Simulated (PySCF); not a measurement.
System: C4H12OSi2.

```xyz
19

C     3.4499   -0.4066   -0.9482
Si    2.0090   -0.7105    0.2552
C     0.5322    0.3933   -0.2317
O    -0.4909    0.0926    0.6946
C    -1.6876    0.7685    0.4365
C    -2.9232    0.1266    1.0571
Si   -2.9003    0.0314   -0.8242
H     3.1801   -0.6495   -1.9724
H     3.7776    0.6293   -0.9317
H     4.3033   -1.0219   -0.6822
H     1.5761   -2.1107    0.1829
H     2.4153   -0.3765    1.6245
H     0.1714    0.1944   -1.2536
H     0.7721    1.4659   -0.1900
H    -1.5886    1.8503    0.5529
H    -2.7094   -0.7611    1.6353
H    -3.5914    0.7979    1.5781
H    -3.7608    0.9390   -1.5602
H    -2.5447   -1.2430   -1.4149
```

Geometry: GFN2-xTB.

All numbers below come from PySCF 2.14.0, PBE0/pcSseg-1, SCF density, gas phase, non-relativistic.

Q: Predict the electron density and electron localisation function between the atoms.

A: C–O (1.40 Å): the density is about 2.1 e/Å³ at the midpoint, with its minimum of 1.8 e/Å³ about 0.5 Å from C; the ELF peaks at about 0.85 between the atoms: a shared but strongly polarised pair.
C–Si (1.90 Å): the density is about 0.91 e/Å³ at the midpoint; the ELF peaks at about 0.95 between the atoms, as expected for a shared electron pair.
C–H (1.09 Å): ρ at the midpoint is about 1.9 e/Å³; the ELF climbs to about 1 towards the hydrogen, as it does in any bond to H (a covalent bond by its length).

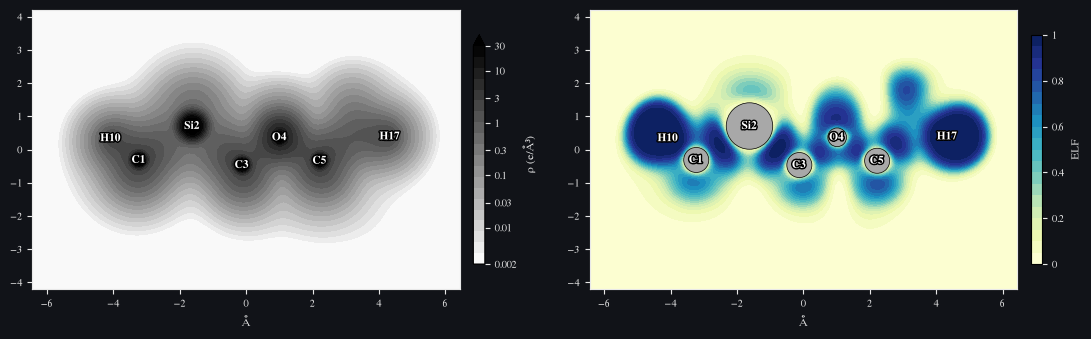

Computed electron density and electron localisation function on the plane of atoms C1, Si2 and C3, in this order. Grey discs cover the atomic cores in the ELF map. 
